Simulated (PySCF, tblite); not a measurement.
# C₃H₁₁NOSi₄: geometry, infrared bands and NMR shifts

Wanted: the infrared bands and NMR shifts of C₃H₁₁NOSi₄ (`C#CC[Si@@H]1[SiH2][Si@H](N)[Si@@H]1O`), by calculation.

Programs: tblite 0.8.0 and PySCF 2.14.0, with density-fitted response routines of our own. Each step states its level of theory. These are calculated values for one molecule in the gas phase, unless marked as measured. Atoms count from 0, in the outputs and in this text.

## (1) The molecule as given

20 atoms, charge 0, multiplicity 1; geometry from: force field or distance geometry start.

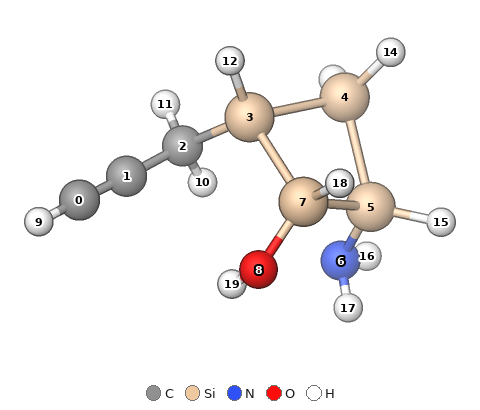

As it starts; carbon grey, silicon light orange, nitrogen blue, oxygen red, hydrogen white, atoms numbered.

## (2) Optimising the geometry with GFN2-xTB

The job: settings as JSON, then the geometry in Å.

```
{"job": {"kind": "relax", "xc": "GFN2-xTB", "basis": "xTB"}, "charge": 0, "multiplicity": 1}
C      3.685800     1.040900     0.536900
C      2.825000     0.257000     0.214300
C      1.803200    -0.719000    -0.169100
Si     0.412400    -0.874300     1.038300
Si    -1.372400    -1.956800     0.107000
Si    -2.090500     0.094900    -0.630100
N     -1.474700     0.596000    -2.143600
Si    -0.887500     0.991700     1.139500
O     -0.106600     2.382900     0.713600
H      4.425600     1.743100     0.824000
H      1.404200    -0.426600    -1.157800
H      2.262400    -1.698300    -0.310900
H      0.818500    -1.437200     2.379100
H     -0.996000    -2.900900    -0.993000
H     -2.285100    -2.549100     1.113200
H     -3.550500     0.329400    -0.605100
H     -1.926600     0.074700    -2.887700
H     -1.727100     1.562100    -2.309600
H     -1.691300     1.137800     2.385300
H      0.466000     2.362500    -0.068000
```

Run with:

```
$ OMP_NUM_THREADS=1 python probes_run.py task.json out
```

This one command runs all jobs of the session in turn.

The log of the run:

```text
step      E/eV     max force
  0    -702.78376    2.452
  1    -702.97099    1.385
  2    -702.96796    4.260
  3    -703.08786    0.787
  4    -703.13530    0.901
  5    -703.26648    1.786
  6    -703.31954    0.853
  7    -703.34642    0.407
  8    -703.36941    0.618
  9    -703.39208    0.768
 10    -703.41052    0.518
 11    -703.42305    0.373
 12    -703.43109    0.244
 13    -703.43681    0.321
 14    -703.44231    0.231
 15    -703.44767    0.189
 16    -703.45226    0.179
 17    -703.45589    0.174
 18    -703.45913    0.126
 19    -703.46199    0.110
 20    -703.46402    0.087
 21    -703.46545    0.084
 22    -703.46663    0.080
 23    -703.46780    0.083
 24    -703.46902    0.081
 25    -703.47018    0.089
 26    -703.47127    0.072
 27    -703.47234    0.072
 28    -703.47335    0.079
 29    -703.47432    0.075
 30    -703.47533    0.085
 31    -703.47641    0.086
 32    -703.47741    0.073
 33    -703.47821    0.068
 34    -703.47890    0.071
 35    -703.47965    0.074
 36    -703.48049    0.074
 37    -703.48128    0.071
 38    -703.48195    0.071
 39    -703.48259    0.080
 40    -703.48328    0.071
 41    -703.48400    0.062
 42    -703.48460    0.047
 43    -703.48509    0.049
 44    -703.48559    0.049
 45    -703.48615    0.060
 46    -703.48669    0.054
 47    -703.48713    0.044
 48    -703.48752    0.045
 49    -703.48796    0.058
 50    -703.48845    0.055
 51    -703.48890    0.043
 52    -703.48926    0.045
 53    -703.48958    0.046
 54    -703.48994    0.052
 55    -703.49037    0.050
 56    -703.49075    0.040
 57    -703.49103    0.040
 58    -703.49133    0.042
 59    -703.49177    0.057
 60    -703.49249    0.081
 61    -703.49341    0.073
 62    -703.49424    0.058
 63    -703.49482    0.059
 64    -703.49526    0.062
 65    -703.49572    0.060
 66    -703.49629    0.056
 67    -703.49673    0.042
 68    -703.49705    0.046
 69    -703.49737    0.043
 70    -703.49773    0.050
 71    -703.49807    0.043
 72    -703.49831    0.036
 73    -703.49850    0.037
 74    -703.49872    0.037
 75    -703.49904    0.044
 76    -703.49941    0.046
 77    -703.49979    0.047
 78    -703.50015    0.044
 79    -703.50052    0.049
 80    -703.50097    0.054
 81    -703.50140    0.052
 82    -703.50172    0.046
 83    -703.50195    0.032
 84    -703.50221    0.037
 85    -703.50251    0.048
 86    -703.50299    0.063
 87    -703.50348    0.064
 88    -703.50399    0.055
 89    -703.50451    0.053
 90    -703.50512    0.045
 91    -703.50566    0.050
 92    -703.50589    0.133
 93    -703.50630    0.036
 94    -703.50658    0.030
 95    -703.50701    0.034
 96    -703.50731    0.043
 97    -703.50760    0.037
 98    -703.50778    0.037
 99    -703.50796    0.027
100    -703.50818    0.038
101    -703.50844    0.031
102    -703.50867    0.032
103    -703.50888    0.068
104    -703.50908    0.039
105    -703.50934    0.036
106    -703.50956    0.066
107    -703.50977    0.043
108    -703.50998    0.028
109    -703.51016    0.033
110    -703.51029    0.046
111    -703.51051    0.060
112    -703.51078    0.069
113    -703.51108    0.064
114    -703.51134    0.053
115    -703.51160    0.044
116    -703.51187    0.040
117    -703.51198    0.080
118    -703.51218    0.068
119    -703.51228    0.034
120    -703.51238    0.017
121    -703.51247    0.025
122    -703.51260    0.026
123    -703.51273    0.027
124    -703.51283    0.016
125    -703.51289    0.013
126    -703.51294    0.015
127    -703.51297    0.012
128    -703.51301    0.014
129    -703.51305    0.013
130    -703.51308    0.010
131    -703.51311    0.009
```

Run time: 2.9 s. Hardware: 1 thread of Arm Neoverse N1, shared host; peak memory 0.18 GiB.

Relaxation path: (not every step is listed) (the energy doesn't fall at every step)

```csv
step,energy from step 0 (eV),largest force (eV/Å)
0,0.0000,2.4518
1,-0.1872,1.3846
2,-0.1842,4.2598
3,-0.3041,0.7865
4,-0.3515,0.9009
5,-0.4827,1.7862
6,-0.5358,0.8532
7,-0.5627,0.4069
8,-0.5856,0.6184
19,-0.6782,0.1100
30,-0.6916,0.0848
41,-0.7002,0.0624
52,-0.7055,0.0453
63,-0.7111,0.0593
74,-0.7150,0.0369
85,-0.7188,0.0481
96,-0.7235,0.0435
107,-0.7260,0.0428
118,-0.7284,0.0683
126,-0.7292,0.0145
127,-0.7292,0.0122
128,-0.7292,0.0142
129,-0.7293,0.0134
130,-0.7293,0.0099
131,-0.7293,0.0095
```

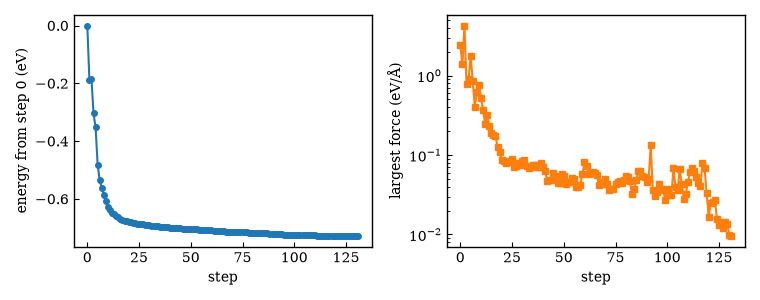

Energy and largest force along the relaxation.

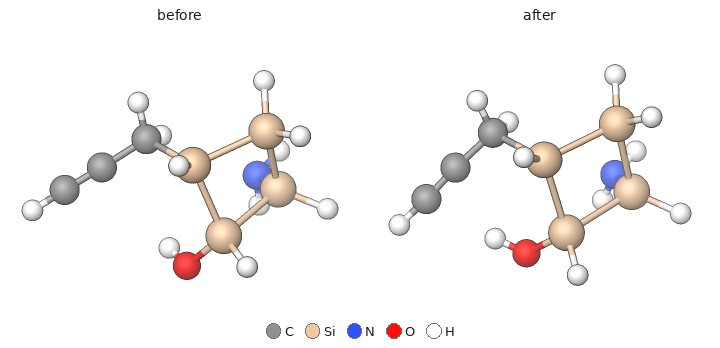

Before and after, at one scale.

Distances of close pairs at the start and the end, largest changes first:

```csv
bond,before (Å),after (Å),change (Å)
C2–Si3,1.848,1.943,+0.095
Si3–Si7,2.276,2.365,+0.088
Si3–Si4,2.286,2.364,+0.078
Si4–Si5,2.295,2.363,+0.067
Si5–Si7,2.320,2.354,+0.034
Si3–H12,1.510,1.479,-0.031
C1–C2,1.464,1.436,-0.028
Si5–N6,1.709,1.737,+0.028
```

The end geometry stands in the next job.

## (3) Harmonic vibrations with GFN2-xTB

The job: settings as JSON, then the geometry in Å.

```
{"job": {"kind": "ir", "xc": "GFN2-xTB", "basis": "xTB"}, "charge": 0, "multiplicity": 1}
C      3.243746     1.306731     0.547527
C      2.663304     0.298497     0.252932
C      1.880130    -0.863075    -0.061157
Si     0.352172    -1.012752     1.129432
Si    -1.409975    -2.003778    -0.095255
Si    -2.263441     0.160837    -0.505455
N     -1.738647     0.577219    -2.107843
Si    -0.739845     1.082688     1.034084
O      0.188139     2.291459     0.442837
H      3.805316     2.158312     0.792899
H      1.515982    -0.772745    -1.087126
H      2.515944    -1.748454    -0.015433
H      0.948234    -1.577872     2.359129
H     -1.056880    -2.895730    -1.213506
H     -2.268410    -2.868010     0.731237
H     -3.720519     0.392915    -0.346837
H     -2.167245     0.126147    -2.900855
H     -1.586983     1.549457    -2.324624
H     -1.287078     1.653155     2.273958
H      1.120909     2.155678     0.270423
```

The log of the run:

```text
mode    cm-1     km/mol
  1     -11.4      3.97
  2      51.5      0.20
  3      69.7      6.72
  4      91.9      3.01
  5     110.4      2.23
  6     136.3      1.90
  7     141.6      0.44
  8     165.0     27.94
  9     193.6      9.63
 10     206.4      4.61
 11     233.1      7.15
 12     257.7      0.52
 13     291.8      0.37
 14     328.5     12.29
 15     345.6      3.52
 16     357.1     11.61
 17     368.5      7.99
 18     383.0      5.96
 19     389.6      3.88
 20     413.4      7.74
 21     451.3      5.33
 22     528.4     80.29
 23     533.6     78.89
 24     560.8    299.89
 25     585.3    485.59
 26     599.4     34.11
 27     605.5     67.83
 28     640.6    122.28
 29     644.9     26.56
 30     679.6     41.02
 31     692.8      7.11
 32     765.5     65.27
 33     807.1    146.46
 34     816.2    343.93
 35     838.7    174.06
 36     854.1     87.51
 37     880.7    116.91
 38    1015.0     35.60
 39    1120.3      4.62
 40    1190.0     35.38
 41    1443.6      1.86
 42    1536.7     38.21
 43    2027.1    464.37
 44    2088.8    318.31
 45    2134.4    292.43
 46    2144.2    611.09
 47    2152.0    332.33
 48    2270.8     60.26
 49    2950.6     39.07
 50    2970.6     21.12
 51    3392.0      3.06
 52    3459.5      0.12
 53    3490.1      1.35
 54    3525.9    112.98
```

It took 2.4 s on 1 thread of Arm Neoverse N1, shared host; peak memory 0.18 GiB.

The strongest bands and the atoms that carry them (share of the mass-weighted mode):

```csv
cm⁻¹,km/mol,atoms
561,299.9,"H15 52 %, H12 17 %"
585,485.6,"H14 29 %, H13 22 %, H12 18 %"
816,343.9,"H19 59 %, O8 20 %"
2027,464.4,H15 96 %
2089,318.3,H12 95 %
2134,292.4,"H13 72 %, H14 18 %"
2144,611.1,"H18 82 %, H13 10 %"
2152,332.3,"H14 75 %, H13 13 %"
```

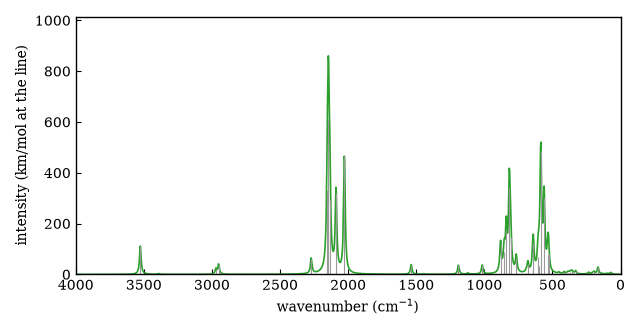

The infrared spectrum from these modes, unscaled. Lines are broadened to a width of 14 cm⁻¹ (Lorentzian).

## (4) NMR shieldings: PBE0/pcSseg-1

Settings changed since step 3:

```diff
@@ -1,2 +1,2 @@
-{"job": {"kind": "ir", "xc": "GFN2-xTB", "basis": "xTB"}, "charge": 0, "multiplicity": 1}
+{"job": {"kind": "nmr", "xc": "PBE0", "basis": "pcSseg-1"}, "charge": 0, "multiplicity": 1}
 C      3.243746     1.306731     0.547527
```

With the program's defaults for keys left out, this is: GIAO PBE0/pcSseg-1 NMR shielding, non-relativistic, gas phase.

The log of the run:

```text
coarse grid: 18728 points
cycle   1  E = -1407.8279531602  dE =  9.424e-01  |g| = 8.677e-01  |ddm| = 4.411e+00
cycle   2  E = -1407.5732730362  dE =  2.547e-01  |g| = 1.406e+00  |ddm| = 2.894e+00
cycle   3  E = -1407.9711598507  dE = -3.979e-01  |g| = 1.484e-01  |ddm| = 2.300e+00
cycle   4  E = -1407.9755399474  dE = -4.380e-03  |g| = 6.030e-02  |ddm| = 2.654e-01
cycle   5  E = -1407.9762003390  dE = -6.604e-04  |g| = 2.724e-02  |ddm| = 8.103e-02
cycle   6  E = -1407.9763574581  dE = -1.571e-04  |g| = 9.694e-03  |ddm| = 3.144e-02
cycle   7  E = -1407.9763800828  dE = -2.262e-05  |g| = 2.764e-03  |ddm| = 9.260e-03
cycle   8  E = -1407.9763818171  dE = -1.734e-06  |g| = 4.286e-04  |ddm| = 2.994e-03
final grid: 162624 points
cycle   9  E = -1408.0334802687  dE = -2.638e-05  |g| = 8.977e-03  |ddm| = 3.986e-02
cycle  10  E = -1408.0334622790  dE =  1.799e-05  |g| = 1.298e-02  |ddm| = 2.249e-02
cycle  11  E = -1408.0334962895  dE = -3.401e-05  |g| = 1.547e-03  |ddm| = 1.469e-02
cycle  12  E = -1408.0334967726  dE = -4.831e-07  |g| = 5.866e-04  |ddm| = 1.727e-03
cycle  13  E = -1408.0334968509  dE = -7.828e-08  |g| = 1.624e-04  |ddm| = 5.241e-04
cycle  14  E = -1408.0334968571  dE = -6.270e-09  |g| = 3.713e-05  |ddm| = 2.026e-04
cycle  15  E = -1408.0334968574  dE = -3.047e-10  |g| = 1.373e-05  |ddm| = 6.485e-05
converged SCF energy = -1408.0334968574

GIAO shielding tensors (ppm)
atom      isotropic    diamagn.    paramagn.     s11        s22        s33       span
  0 C      113.197     258.536    -145.340     40.562     50.626    248.403    207.841
  1 C       92.515     263.053    -170.538    -13.338      0.905    289.979    303.318
  2 C      185.084     256.286     -71.202    172.852    178.156    204.243     31.392
  3 Si     398.804     882.088    -483.283    359.985    389.221    447.207     87.222
  4 Si     460.409     881.785    -421.376    427.007    460.988    493.233     66.226
  5 Si     374.435     879.771    -505.336    334.969    378.026    410.310     75.341
  6 N      273.383     314.839     -41.456    233.250    258.565    328.333     95.082
  7 Si     349.589     878.999    -529.410    288.732    341.708    418.328    129.595
  8 O      329.310     392.353     -63.042    261.266    334.100    392.566    131.300
  9 H       30.221      34.093      -3.872     24.498     25.441     40.725     16.227
 10 H       29.271      32.710      -3.439     24.841     28.443     34.529      9.688
 11 H       29.587      27.173       2.414     23.793     28.038     36.930     13.137
 12 H       26.746      30.345      -3.599     23.505     24.766     31.966      8.462
 13 H       27.985      29.682      -1.697     24.697     25.444     33.813      9.116
 14 H       28.137      29.834      -1.697     24.744     25.524     34.142      9.398
 15 H       25.670      28.830      -3.160     21.845     23.831     31.334      9.489
 16 H       31.821      29.578       2.243     23.474     28.084     43.906     20.432
 17 H       31.521      31.236       0.286     23.099     28.252     43.213     20.114
 18 H       25.446      29.226      -3.780     22.276     24.055     30.007      7.731
 19 H       28.452      34.798      -6.347     16.162     23.818     45.375     29.213
```

Wall time 1.7 min (1 thread of Arm Neoverse N1, shared host); peak memory 1.1 GiB.

The references, computed at this level on geometries of the same kind, shield at (ppm): 1H TMS 31.72, 13C TMS 186.9, 29Si TMS 349.2, 15N NH3 267.7, 17O H2O 336.1. Their shielding less the atom's gives the shift. The references are single molecules in the gas phase, so shifts against H2O, NH3, PH3, H3PO4 or CFCl3 are not on the usual liquid scales and can be off by tens of ppm. Atoms listed in one row are averaged.

```csv
atoms,environment,σ (ppm),δ (ppm),δ scaled to CDCl3
C1,alkyne carbon,92.5,94.4,90.2
C0,terminal alkyne carbon,113.2,73.7,70.0
C2,propargylic sp3 CH2 bonded to Si,185.1,1.8,-0.1
H18,"hydrogen on a silicon bonded to O, 2 Si, in a 4-membered ring",25.45,6.27,–
H15,"hydrogen on a silicon bonded to N, 2 Si, in a 4-membered ring",25.67,6.05,–
H12,"hydrogen on a silicon bonded to C, 2 Si, in a 4-membered ring",26.75,4.97,–
H13,"hydrogen on a silicon bonded to 2 Si, in a 4-membered ring",27.98,3.73,–
H14,"hydrogen on a silicon bonded to 2 Si, in a 4-membered ring",28.14,3.58,–
H19,hydrogen on an oxygen bonded to Si,28.45,3.27,–
H10,hydrogen on a propargylic sp3 CH2 bonded to Si,29.27,2.45,2.41
H11,hydrogen on a propargylic sp3 CH2 bonded to Si,29.59,2.13,2.11
H9,hydrogen on a terminal alkyne carbon,30.22,1.50,1.52
"H16, H17",hydrogen on a nitrogen bonded to Si,31.67,0.05,–
Si7,"silicon bonded to O, 2 Si, H, in a 4-membered ring",349.6,-0.4,–
Si5,"silicon bonded to N, 2 Si, H, in a 4-membered ring",374.4,-25.3,–
Si3,"silicon bonded to C, 2 Si, H, in a 4-membered ring",398.8,-49.6,–
Si4,"silicon bonded to 2 Si, 2 H, in a 4-membered ring",460.4,-111.3,–
N6,"nitrogen bonded to Si, 2 H",273.4,-5.7,–
O8,"oxygen bonded to Si, H",329.3,6.8,–
```

The scaled column applies a straight-line fit of computed shieldings to shifts measured in CDCl3 (root-mean-square error 0.16 ppm for H, 1.9 ppm for C).

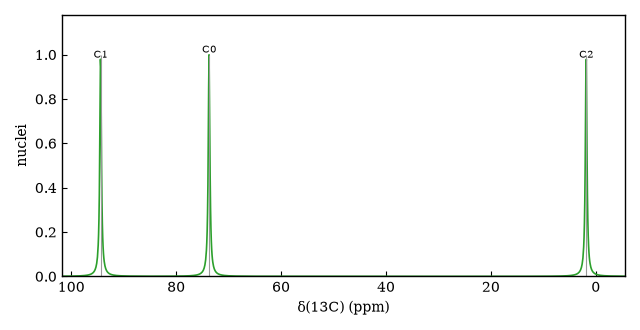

13C lines at the computed shifts, without couplings. Lines are broadened to a width of 0.37 ppm (Lorentzian).

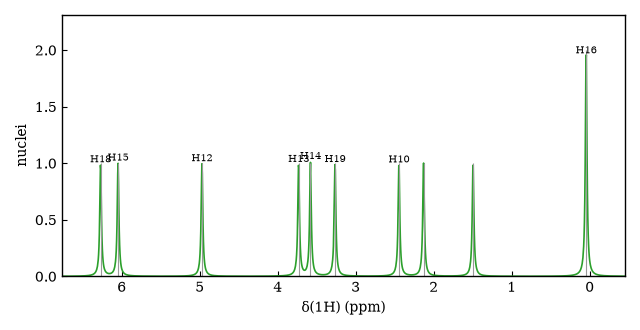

1H lines at the computed shifts, without couplings. Lines are broadened to a width of 0.02 ppm (Lorentzian).

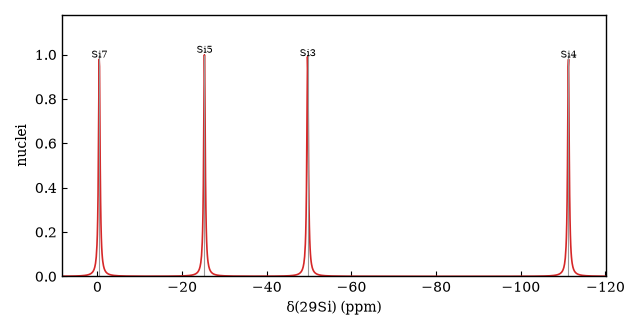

29Si lines at the computed shifts, without couplings. Lines are broadened to a width of 0.44 ppm (Lorentzian).

Charges from the same density, by scheme (e):

```csv
atoms,Mulliken,IAO,Hirshfeld,ESP fit
C0,-0.40,-0.29,-0.12,-0.50
C1,0.12,0.00,-0.03,0.04
C2,-0.40,-0.52,-0.14,-0.13
Si3,0.02,0.29,0.18,0.05
Si4,0.10,0.11,0.12,-0.05
Si5,0.24,0.46,0.21,0.46
N6,-0.64,-0.84,-0.32,-0.94
Si7,0.63,0.63,0.25,0.38
O8,-0.56,-0.79,-0.32,-0.59
```

Hirshfeld charges:

C0 -0.12; C1 -0.03; C2 -0.14; Si3 0.18; Si4 0.12; Si5 0.21; N6 -0.32; Si7 0.25; O8 -0.32; H9 0.09; H10 0.05; H11 0.06; H12 -0.07; H13 -0.07; H14 -0.08; H15 -0.09; H16 0.12; H17 0.11; H18 -0.08; H19 0.13

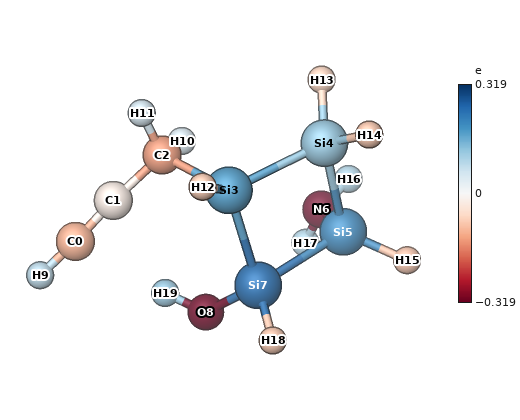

Hirshfeld charges, as colours on the atoms.

Mayer bond orders: C0–C1 2.50, C1–C2 1.12, C2–Si3 0.80, Si3–Si4 0.86, Si4–Si5 0.85, Si5–N6 0.95, Si5–Si7 0.80, Si7–O8 1.03, Si7–Si3 0.83.

Ring of atoms Si3, Si4, Si5, Si7: NICS(0) 2.4, NICS(1) -0.4, NICS(1)zz 4.7 ppm (means of both faces; NICS(1) differs between them: -1.8 and 0.9).

## (5) Results

| quantity | value |
| --- | --- |
| strongest single infrared mode (GFN2-xTB) | 2144 cm⁻¹, 611 km/mol |
| zero-point energy (GFN2-xTB) | 78.5 kcal/mol |
| 13C shifts against TMS (PBE0/pcSseg-1) | 94.4, 73.7, 1.8 ppm |
| 1H shifts against TMS (PBE0/pcSseg-1, means over atoms taken as alike) | 6.27, 6.05, 4.97, 3.73, 3.58, 3.27, 2.45, 2.13, 1.50, 0.05 ppm |
| 29Si shifts against TMS (PBE0/pcSseg-1) | -0.4, -25.3, -49.6, -111.3 ppm |
| 15N shifts against NH3 (PBE0/pcSseg-1) | -5.7 ppm |
| 17O shifts against H2O (PBE0/pcSseg-1) | 6.8 ppm |

In words: The optimisation took 131 steps and gained 0.729 eV; among the close pairs (by a distance rule), C2–Si3 changed most, from 1.848 to 1.943 Å. The lowest mode is slightly imaginary (11i cm⁻¹), a soft motion within the noise of the Hessian, so the minimum is not strictly shown. The strongest single mode, at 2144 cm⁻¹, moves mainly H18. Unscaled tight-binding wavenumbers are off by several per cent, some by more. Its intensities can rank the bands wrongly. At PBE0/pcSseg-1: Shielding is most anisotropic at C1 (span 303 ppm, paramagnetic term -171 ppm).
